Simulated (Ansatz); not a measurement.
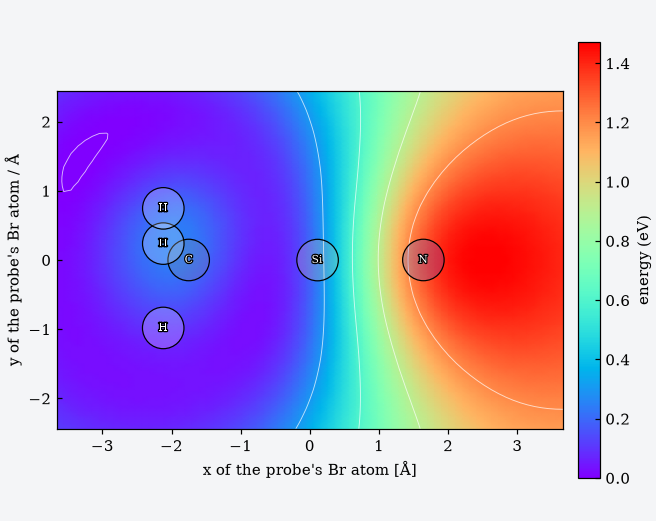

Energy landscape of CH₃NSi (SMILES C[Si]#N) with the probe Br-. The probe is moved over a plane parallel to the molecule's main plane, 3.00 Å above it. Coordinates scanned: (1) x of the probe's Br atom; (2) y of the probe's Br atom. Nothing is relaxed (molecule and probe rigid). The scan uses a 13 × 9 grid. Points are written as (first, second). Energies: eV, counted from the lowest grid point. Level of theory: Ansatz 0.2.0, RHF/def2-SVPD.

The picture shows a smooth colour map with a few white contour lines, labelled circles for the molecule's atoms, projected on the plane. Between grid points the surface is interpolated. 

Q: Describe this landscape.

A: The lowest grid point is at (−3.05 Å, 1.83 Å) [nearest 1 H at 2.70 Å]. The highest grid point, (2.44 Å, 0.00 Å) [nearest 1 N at 3.10 Å], lies 1.47 eV above the lowest. Near the minimum the curvatures are about 0.038 and 0.31 eV/Å² along the soft and the stiff direction.

Time for the 117 points that were run: 11 min on 1 thread of AMD EPYC 7R43 64-Core Processor (Zen 3), with other jobs on the host.
